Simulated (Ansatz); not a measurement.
# AlHSF2: single points off equilibrium

How do the functionals fare away from a minimum? The structure is a structure displaced at random from a GFN2-xTB minimum.

Program: Ansatz 0.2.0, Gaussian basis. Level of theory: single points in def2-TZVPP. These are calculated values, not measurements.

Cores are frozen in the correlated methods.

## 1. Starting geometry

SMILES `[F][Al]([F])[SH]`, 5 atoms, charge 0, spin multiplicity 1.

Atoms are counted from 1 here; the program's logs count them from 0.

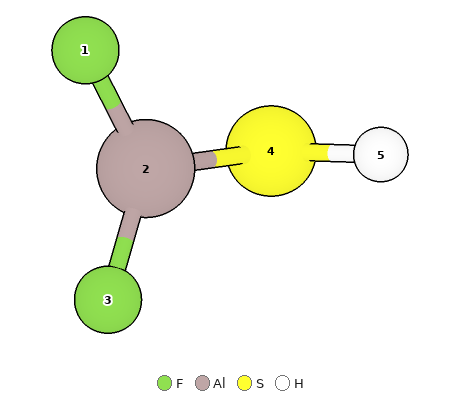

The starting geometry (fluorine green, aluminium light grey, sulfur yellow, hydrogen white); atoms are numbered from 1 in the order of the file.

Geometry (Å):

```xyz
5
AlF2HS
F     0.80950    0.09190    1.81900
Al    0.23080   -0.42030    0.37460
F     1.03040   -1.64910   -0.23250
S    -1.45630    0.51180   -0.68000
H    -0.53810    1.38910   -1.42780
```

## 2. CCSD(T)/def2-TZVPP

File run/in.yaml:

```yaml
crystal:
  periodic: [false, false, false]
  atoms:
    - {symbol: F, position_ang: [0.809500, 0.091900, 1.819000]}
    - {symbol: Al, position_ang: [0.230800, -0.420300, 0.374600]}
    - {symbol: F, position_ang: [1.030400, -1.649100, -0.232500]}
    - {symbol: S, position_ang: [-1.456300, 0.511800, -0.680000]}
    - {symbol: H, position_ang: [-0.538100, 1.389100, -1.427800]}
basis:
  gaussian: {orbitals: def2-TZVPP}
correlation: {method: ccsd_t}
output: {forces: true}
```

The command line of these runs was not kept.

## 3. PBE0-D4/def2-TZVPP

Edit run/in.yaml of step 2 so:

```diff
@@ -10,3 +10,3 @@
   gaussian: {orbitals: def2-TZVPP}
-correlation: {method: ccsd_t}
-output: {forces: true}
+hamiltonian: {xc: pbe0, dispersion: d4}
+output: {forces: true, orbitals: {seedname: orbitals}}
```

## 4. wB97M-V/def2-TZVPP

Edit run/in.yaml of step 3 so:

```diff
@@ -10,3 +10,3 @@
   gaussian: {orbitals: def2-TZVPP}
-hamiltonian: {xc: pbe0, dispersion: d4}
-output: {forces: true, orbitals: {seedname: orbitals}}
+hamiltonian: {xc: {name: wB97M-V}}
+output: {forces: true}
```

## 5. r2SCAN-D4/def2-TZVPP

Edit run/in.yaml of step 4 so:

```diff
@@ -10,3 +10,3 @@
   gaussian: {orbitals: def2-TZVPP}
-hamiltonian: {xc: {name: wB97M-V}}
+hamiltonian: {xc: r2scan, dispersion: d4}
 output: {forces: true}
```

## 6. PBE-D4/def2-TZVPP

Edit run/in.yaml of step 5 so:

```diff
@@ -10,3 +10,3 @@
   gaussian: {orbitals: def2-TZVPP}
-hamiltonian: {xc: r2scan, dispersion: d4}
+hamiltonian: {xc: pbe, dispersion: d4}
 output: {forces: true}
```

## 7. wB97X-V/def2-TZVPP

Edit run/in.yaml of step 6 so:

```diff
@@ -10,3 +10,3 @@
   gaussian: {orbitals: def2-TZVPP}
-hamiltonian: {xc: pbe, dispersion: d4}
+hamiltonian: {xc: {name: wB97X-V}}
 output: {forces: true}
```

## 8. CAM-B3LYP-D4/def2-TZVPP

Edit run/in.yaml of step 7 so:

```diff
@@ -10,3 +10,3 @@
   gaussian: {orbitals: def2-TZVPP}
-hamiltonian: {xc: {name: wB97X-V}}
+hamiltonian: {xc: {name: CAM-B3LYP}, dispersion: d4}
 output: {forces: true}
```

(Steps that only read results are left out.)

Before running it: what results should come out? Wanted: energy less free atoms, CCSD(T)/def2-TZVPP; RMS force component; RMS force error; HOMO and LUMO, PBE0-D4; T1 diagnostic.

**Answer**, as computed:

| quantity | value |
| --- | --- |
| energy less free atoms, CCSD(T)/def2-TZVPP | -18.656 eV |
| RMS force component | 1.085 to 1.160 eV/Å over the methods |
| RMS force error | PBE0-D4 0.060, wB97M-V 0.060, r2SCAN-D4 0.045, PBE-D4 0.226, wB97X-V 0.092, CAM-B3LYP-D4 0.096 eV/Å |
| HOMO and LUMO, PBE0-D4 | -8.06 and -1.43 eV |
| T1 diagnostic | 0.012 |

**Reading.** Against CCSD(T) the functionals' energies less atoms differ by -0.664 to -0.137 eV, PBE-D4 by -0.664 eV. The reference is not at the basis limit: in triple zeta CCSD(T) underbinds, which counts against methods that bind more; the gaps are no ranking. For forces r2SCAN-D4 does best and PBE-D4 worst. Frozen-core CCSD(T) forces in triple zeta carry basis errors of their own, and this is one geometry, so small gaps rank nothing.
